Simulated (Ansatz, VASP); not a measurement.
# NaCl (Halite) in two plane-wave programs, part 2 of 2

Aim: how closely do two programs agree when they are given the same cell, functional and k mesh?  The cell comes out of the VASP series on this material, whose earlier steps may have relaxed, scaled or displaced it; both programs get it as it stands.

VASP 6.6.1 and Ansatz 0.2.0.

So far. Step 4 (Side by side): The walks stopped with 0.03 GPa left in Ansatz and -0.01 GPa in VASP; each walk ends within a tolerance, so the volume difference is uncertain by about these residues over the bulk modulus, most in soft cells.

### Step 6. VASP: band structure, PBE0

Level of this step: PBE0; plane waves and PAW (Cl, Na_pv) (VASP).

The same cell, functional, mesh and smearing now go to VASP, with its own data sets and cutoff.

Input file INCAR:

```
SYSTEM = NaCl
PREC = Accurate
ENCUT = 350
EDIFF = 1E-06
NELM = 100
ISMEAR = 0
SIGMA = 0.03
LREAL = .FALSE.
ALGO = Normal
LHFCALC = .TRUE.
AEXX = 0.25
GGA = PE
LASPH = .TRUE.
NBANDS = 13
PRECFOCK = Fast
HFRCUT = -1
LORBIT = 11
LWAVE = .FALSE.
LCHARG = .FALSE.
KPAR = 4
```

Input file POSCAR:

```
NaCl
1.0
    0.0000000000      2.8202800000      2.8202800000
    2.8202800000      0.0000000000      2.8202800000
    2.8202800000      2.8202800000      0.0000000000
Cl Na
1 1
Direct
    0.5000000000      0.5000000000      0.5000000000
    0.0000000000      0.0000000000      0.0000000000
```

Input file KPOINTS:

```
Automatic mesh
0
Gamma
5 5 5
0 0 0
```

Input file KPOINTS_OPT:

```
Line mode
10
Line-mode
Reciprocal
  0.00000000   0.00000000   0.00000000 GAMMA
  0.50000000   0.00000000   0.50000000 X

  0.50000000   0.00000000   0.50000000 X
  0.50000000   0.25000000   0.75000000 W

  0.50000000   0.25000000   0.75000000 W
  0.37500000   0.37500000   0.75000000 K

  0.37500000   0.37500000   0.75000000 K
  0.00000000   0.00000000   0.00000000 GAMMA

  0.00000000   0.00000000   0.00000000 GAMMA
  0.50000000   0.50000000   0.50000000 L

  0.50000000   0.50000000   0.50000000 L
  0.62500000   0.25000000   0.62500000 U

  0.62500000   0.25000000   0.62500000 U
  0.50000000   0.25000000   0.75000000 W

  0.50000000   0.25000000   0.75000000 W
  0.50000000   0.50000000   0.50000000 L

  0.50000000   0.50000000   0.50000000 L
  0.37500000   0.37500000   0.75000000 K

  0.62500000   0.25000000   0.62500000 U
  0.50000000   0.00000000   0.50000000 X
```

The projector-augmented-wave data sets are Cl and Na_pv (PBE family, release 64).

Run with:

```
mpirun -np 4 vasp_std
```

Numbers of over 12 decimals in the logs are rounded to 6 here.

Log:

```text
[banner, memory and clock lines left out]
running    4 mpi-ranks, on    1 nodes
[...]
LDA part: xc-table for (Slater+PW92), standard interpolation
 found WAVECAR, reading the header
 POSCAR, INCAR and KPOINTS ok, starting setup
[...]
HFRCUT set to (new)   11.021550
 reading WAVECAR
 the WAVECAR file was read successfully
 initial charge from wavefunction
 entering main loop
       N       E                     dE             d eps       ncg     rms          rms(c)
DAV:   1    -0.839914073597E+01   -0.83991E+01   -0.59457E-01   305   0.859E+00    0.138E+00
DAV:   2    -0.839897853064E+01    0.16221E-03   -0.24799E-02   290   0.225E+00    0.100E+00
DAV:   3    -0.839493111820E+01    0.40474E-02   -0.56600E-03   300   0.945E-01    0.645E-01
DAV:   4    -0.839441454810E+01    0.51657E-03   -0.14964E-03   305   0.421E-01    0.416E-01
DAV:   5    -0.839435224758E+01    0.62301E-04   -0.19574E-04   305   0.150E-01    0.255E-01
DAV:   6    -0.839432901011E+01    0.23237E-04   -0.23811E-05   260   0.555E-02    0.148E-01
[...]
DAV:   9    -0.839432100220E+01   -0.17608E-06   -0.13185E-06   275   0.109E-02
   1 F= -.83943210E+01 E0= -.83943210E+01  d E =-.259943E-32
 Start KPOINTS_OPT (optional k-point list driver)
k-point batch [1-10\100]
       N       E                     dE             ncg
DAV:   1    -0.857416786115E+03   -0.33007E+04      273
DAV:   2    -0.189851962963E+04   -0.10411E+04      275
DAV:   3    -0.197653356428E+04   -0.78014E+02      340
DAV:   4    -0.197830196138E+04   -0.17684E+01      300
DAV:   5    -0.197833556898E+04   -0.33608E-01      330
DAV:   6    -0.197833666364E+04   -0.10947E-02      318
DAV:   7    -0.197833670228E+04   -0.38640E-04      328
DAV:   8    -0.197833670390E+04   -0.16257E-05      291
DAV:   9    -0.197833670398E+04   -0.81017E-07      170
[...]
k-point batch [91-100\100]
       N       E                     dE             ncg
DAV:   1    -0.104458501722E+04   -0.50681E+04      296
DAV:   2    -0.194043958575E+04   -0.89585E+03      285
DAV:   3    -0.200323077675E+04   -0.62791E+02      330
DAV:   4    -0.200463924815E+04   -0.14085E+01      325
DAV:   5    -0.200466441733E+04   -0.25169E-01      371
DAV:   6    -0.200466512178E+04   -0.70445E-03      351
DAV:   7    -0.200466514428E+04   -0.22499E-04      359
DAV:   8    -0.200466514516E+04   -0.88157E-06      285
```

OUTCAR, selected parts (step 6):

```text
 POSITION                                       TOTAL-FORCE (eV/Angst)
 -----------------------------------------------------------------------------------
      2.82028      2.82028      2.82028         0.000000     -0.000000      0.000000
      0.00000      0.00000      0.00000         0.000000      0.000000      0.000000
 -----------------------------------------------------------------------------------
    total drift:                               -0.000000     -0.000000     -0.000000

  FREE ENERGIE OF THE ION-ELECTRON SYSTEM (eV)
  ---------------------------------------------------
  free  energy   TOTEN  =        -8.3943210022 eV

  energy  without entropy=       -8.3943210022  energy(sigma->0) =       -8.39432100

[... 3 further parts left out ...]
[key lines of the parts left out:]
E-fermi :  -1.8798
```

### Step 7. Differences

What differs besides the data sets and the points named for the pairs above, as far as they apply: exact exchange at q = 0 is treated differently, which shows on coarse meshes; VASP keeps PBE cores, Ansatz makes them for the functional; the cutoff is 420 eV in Ansatz and 350 eV in VASP; VASP takes a coarser grid for exact exchange (PRECFOCK = Fast). Total energies have different zeros and are not compared.

The two programs side by side:

```
                     quantity  Ansatz   VASP  difference
gap over the path points (eV)   7.204  7.194      +0.010
```

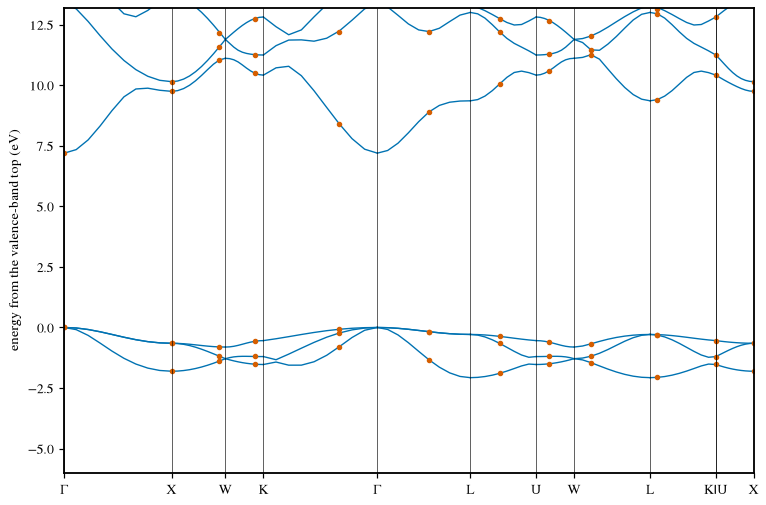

Bands from VASP (lines) and levels from Ansatz (dots). Dots without a line are higher empty bands that the VASP plot leaves out.

Levels at points of the path, from each program's valence-band top (eV; 3 filled, then empty):

```
k (reciprocal lattice)                               Ansatz                                 VASP
     0.000 0.000 0.000      0.00 0.00 0.00 7.20 13.31 13.31      0.00 0.00 0.00 7.19 13.38 13.38
     0.500 0.000 0.500   -1.81 -0.65 -0.65 9.75 10.12 13.64   -1.81 -0.65 -0.65 9.74 10.14 13.64
     0.500 0.222 0.722  -1.39 -1.19 -0.80 11.04 11.56 12.17  -1.39 -1.19 -0.80 11.04 11.58 12.19
     0.403 0.347 0.750  -1.52 -1.20 -0.57 10.48 11.25 12.74  -1.52 -1.20 -0.57 10.49 11.26 12.75
     0.125 0.125 0.250   -0.79 -0.23 -0.08 8.41 12.20 13.59   -0.79 -0.23 -0.07 8.40 12.24 13.64
     0.278 0.278 0.278   -1.33 -0.17 -0.17 8.90 12.19 13.58   -1.33 -0.17 -0.17 8.89 12.21 13.64
     0.556 0.389 0.556  -1.89 -0.66 -0.37 10.04 12.19 12.73  -1.89 -0.66 -0.37 10.05 12.20 12.75
     0.583 0.250 0.667  -1.50 -1.19 -0.60 10.58 11.27 12.66  -1.50 -1.19 -0.60 10.58 11.28 12.68
     0.500 0.306 0.694  -1.45 -1.19 -0.68 11.25 11.44 12.01  -1.45 -1.19 -0.67 11.26 11.46 12.03
     0.486 0.486 0.528   -2.06 -0.32 -0.29 9.40 12.95 13.16   -2.06 -0.32 -0.29 9.40 12.94 13.21
```

Among the levels compared (up to four filled and three empty ones at each point), filled levels agree within 2 meV and empty ones within 66 meV.

### Step 8. VASP: band structure, r2SCAN-EpsX

Levels along a path test the potential and the projectors away from the mesh points.

Changes to INCAR since step 6:

```diff
@@ -10,4 +10,4 @@
 LHFCALC = .TRUE.
-AEXX = 0.25
-GGA = PE
+AEXX = 0.387
+METAGGA = R2SCAN
 LASPH = .TRUE.
```

POSCAR is that of step 6.

KPOINTS is that of step 6.

KPOINTS_OPT is that of step 6.

Run with:

```
mpirun -np 4 vasp_std
```

Log:

```text
[banner, memory and clock lines left out]
running    4 mpi-ranks, on    1 nodes
[...]
|                                                                             |
|               ----> ADVICE to this user running VASP <----                  |
|                                                                             |
|     You enforced a specific xc type in the INCAR file but a different       |
|     [... a line on the potential file left out ...]
|     I HOPE YOU KNOW WHAT YOU ARE DOING!                                     |
|                                                                             |

 LDA part: xc-table for (None), standard interpolation
 found WAVECAR, reading the header
 POSCAR, INCAR and KPOINTS ok, starting setup
[...]
HFRCUT set to (new)   11.021550
 reading WAVECAR
 the WAVECAR file was read successfully
 initial charge from wavefunction
 entering main loop
       N       E                     dE             d eps       ncg     rms          rms(c)
[...]
1 F= -.13545401E+02 E0= -.13545401E+02  d E =-.461634E-20
 Start KPOINTS_OPT (optional k-point list driver)
k-point batch [1-10\100]
       N       E                     dE             ncg
DAV:   1    -0.970556666465E+03   -0.34138E+04      273
DAV:   2    -0.213632631225E+04   -0.11658E+04      270
DAV:   3    -0.222346600717E+04   -0.87140E+02      340
DAV:   4    -0.222573996367E+04   -0.22740E+01      315
DAV:   5    -0.222578382656E+04   -0.43863E-01      320
DAV:   6    -0.222578526851E+04   -0.14419E-02      315
DAV:   7    -0.222578533257E+04   -0.64067E-04      339
DAV:   8    -0.222578533525E+04   -0.26802E-05      276
DAV:   9    -0.222578533537E+04   -0.11548E-06      205
[...]
k-point batch [91-100\100]
       N       E                     dE             ncg
DAV:   1    -0.118291667698E+04   -0.52064E+04      296
DAV:   2    -0.218310617204E+04   -0.10002E+04      285
DAV:   3    -0.225194060029E+04   -0.68834E+02      315
DAV:   4    -0.225367587932E+04   -0.17353E+01      335
DAV:   5    -0.225370709166E+04   -0.31212E-01      338
DAV:   6    -0.225370808566E+04   -0.99401E-03      328
DAV:   7    -0.225370812351E+04   -0.37844E-04      336
DAV:   8    -0.225370812511E+04   -0.16047E-05      325
DAV:   9    -0.225370812517E+04   -0.54783E-07      240
```

Parts of OUTCAR (step 8):

```text
 POSITION                                       TOTAL-FORCE (eV/Angst)
 -----------------------------------------------------------------------------------
      2.82028      2.82028      2.82028         0.000000      0.000000      0.000000
      0.00000      0.00000      0.00000         0.000000     -0.000000      0.000000
 -----------------------------------------------------------------------------------
    total drift:                               -0.000000     -0.000000     -0.000000

  FREE ENERGIE OF THE ION-ELECTRON SYSTEM (eV)
  ---------------------------------------------------
  free  energy   TOTEN  =       -13.5454012505 eV

  energy  without entropy=      -13.5454012505  energy(sigma->0) =      -13.54540125

[... 2 parts as in an earlier step ...]

[... 1 further part left out ...]
[key lines of the parts left out:]
E-fermi :  -2.8879
```

### Step 9. Ansatz: band structure, r2SCAN-EpsX

The same cell, functional, mesh and smearing now go to Ansatz, which takes its cutoff from its data sets.

Input file input.yaml:

```yaml
crystal:
  lattice:
    - [0.0, 2.82028, 2.82028]
    - [2.82028, 0.0, 2.82028]
    - [2.82028, 2.82028, 0.0]
  atoms:
    - { symbol: Cl, position: [0.5, 0.5, 0.5] }
    - { symbol: Na, position: [0.0, 0.0, 0.0] }
hamiltonian:
  xc: { exchange: r2scan, correlation: r2scan, exx: { coeff: 0.387 } }
  pseudopotentials: { kind: paw }
kpoints:
  mp_grid: { grid: [5, 5, 5] }
  band_path:
    path:
      - [0.0, 0.0, 0.0]
      - [0.5, 0.0, 0.5]
      - [0.5, 0.22222, 0.72222]
      - [0.40278, 0.34722, 0.75]
      - [0.125, 0.125, 0.25]
      - [0.27778, 0.27778, 0.27778]
      - [0.55556, 0.38889, 0.55556]
      - [0.58333, 0.25, 0.66667]
      - [0.5, 0.30556, 0.69444]
      - [0.48611, 0.48611, 0.52778]
      - [0.625, 0.25, 0.625]
      - [0.5, 0.0, 0.5]
    npoints: 1
scf:
  occupations: { method: gaussian, width: 0.03 }
  n_extra_bands: 7
output:
  forces: true
  stress: true
  eigenvalues: true
  write_density: true
  write_potential: true
  elf: true
  volumetric_format: npy
```

Run with:

```
ansatz run input.yaml --threads 4 --pin off --max-ram 9216MiB --backend cpu --events-out ev --progress --plain --runs-dir out
```

Log:

```text
[...]
Crystal: 2 atoms, lattice volume = 44.865 Å³
Basis set: ecut = 500 eV, 1139 PW (Γ), exchange–correlation on 120×120×120 points (64 copies of the dense FFT grid, shifted against one another)
Bands: 15, of which v1, the nominal top of the filled ones, is band 8 counted from 1 (7 counted from 0)
Symmetry: 48 space group operations
[...]
k-points: 10 of 125
[...]
--- Band table (eV; the first three rows and the last of 10) ---
  k-point 0: bands = [... 4 lower, -16.0208, -1.2393, -1.2393, -1.2393, 7.3867, 13.5707, 13.5707, 13.5707, ... 3 higher]
  k-point 1: bands = [... 4 lower, -15.8937, -2.1080, -1.3501, -1.3501, 8.5188, 12.5364, 13.9485, 13.9485, ... 3 higher]
  k-point 2: bands = [... 4 lower, -15.6768, -3.2342, -1.5204, -1.5204, 9.4499, 13.0591, 13.6256, 13.6256, ... 3 higher]
  k-point 9: bands = [... 4 lower, -15.5830, -2.8571, -2.3350, -1.9012, 11.4150, 11.5772, 12.0895, 14.8329, ... 3 higher]
[key lines of the parts left out:]
Free energy (F): -2575.707203 eV
Fermi energy:    3.073790 eV
P = ⅓ Tr σ = -0.7909 GPa (-7.909 kbar)
```

Wall time 16 s (4 threads of Arm Neoverse V2, shared host); peak memory 0.91 GiB; 59 s of CPU time.

### Step 10. Side by side

What differs besides the data sets and the points named for the pairs above, as far as they apply: the cutoff is 500 eV in Ansatz and 350 eV in VASP. Total energies have different zeros and are not compared.

Both answers:

```
                     quantity  Ansatz   VASP  difference
gap over the path points (eV)   8.626  8.630      -0.004
```

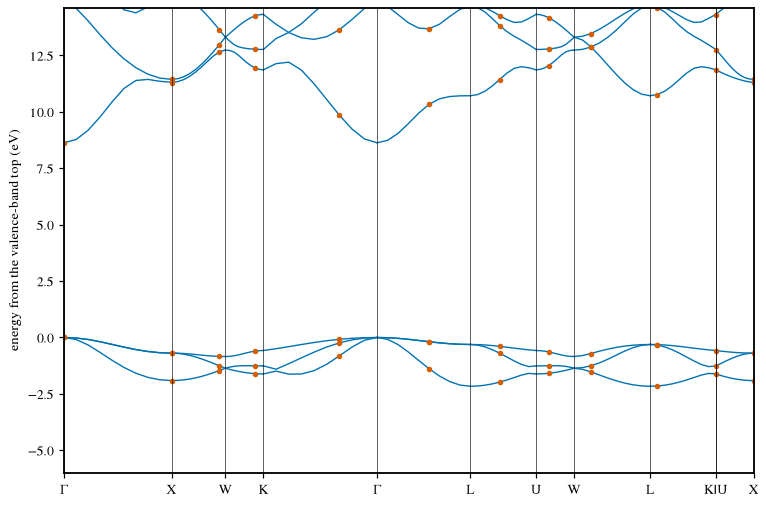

Bands from VASP (lines) and levels from Ansatz (dots). Dots without a line are higher empty bands that the VASP plot leaves out.

Levels at points of the path, from each program's valence-band top (eV; 3 filled, then empty):

```
k (reciprocal lattice)                               Ansatz                                 VASP
     0.000 0.000 0.000      0.00 0.00 0.00 8.63 14.81 14.81      0.00 0.00 0.00 8.63 14.84 14.84
     0.500 0.000 0.500  -1.91 -0.69 -0.69 11.30 11.44 15.23  -1.91 -0.69 -0.69 11.31 11.44 15.23
     0.500 0.222 0.722  -1.47 -1.26 -0.84 12.65 12.98 13.63  -1.46 -1.25 -0.84 12.66 12.98 13.64
     0.403 0.347 0.750  -1.60 -1.26 -0.61 11.94 12.77 14.25  -1.60 -1.25 -0.61 11.95 12.78 14.25
     0.125 0.125 0.250   -0.82 -0.24 -0.08 9.86 13.63 15.15   -0.81 -0.24 -0.08 9.86 13.64 15.18
     0.278 0.278 0.278  -1.39 -0.19 -0.19 10.33 13.68 15.13  -1.38 -0.19 -0.19 10.33 13.68 15.18
     0.556 0.389 0.556  -1.98 -0.69 -0.39 11.43 13.80 14.27  -1.98 -0.69 -0.39 11.43 13.83 14.27
     0.583 0.250 0.667  -1.59 -1.25 -0.64 12.05 12.78 14.17  -1.59 -1.25 -0.64 12.05 12.79 14.17
     0.500 0.306 0.694  -1.53 -1.25 -0.71 12.86 12.88 13.47  -1.53 -1.25 -0.71 12.88 12.88 13.47
     0.486 0.486 0.528  -2.15 -0.34 -0.31 10.77 14.61 14.72  -2.15 -0.34 -0.32 10.77 14.62 14.75
```

Among the levels compared (up to four filled and three empty ones at each point), filled levels agree within 4 meV and empty ones within 42 meV.

### Step 11. Results

```json
{
  "difference in volume (relaxation of cell and atoms, LDA)": "0.14 %",
  "difference in gap over the path points (band structure, PBE0)": "0.0099 eV",
  "difference in gap over the path points (band structure, r2SCAN-EpsX)": "-0.0041 eV"
}
```

The difference in gap over the path points is 0.0099 eV (band structure, PBE0), within the 0.08 eV picked in this series as the mark of a large difference. How closely two codes agree says nothing of how well the functional describes the real material.

[Lines on the potential files, build, host, timing and source positions are cut from VASP's logs without a mark.]

[Logs are printed without paths, hosts, clocks, repeated set-up lines and the standing remarks that a program may print on its own settings, such as how far it seeks lower states.]

[Hosts, paths, dates, database ids (printed as entryN), source tags and the programs' standing remarks are cut or masked in the printed files.]
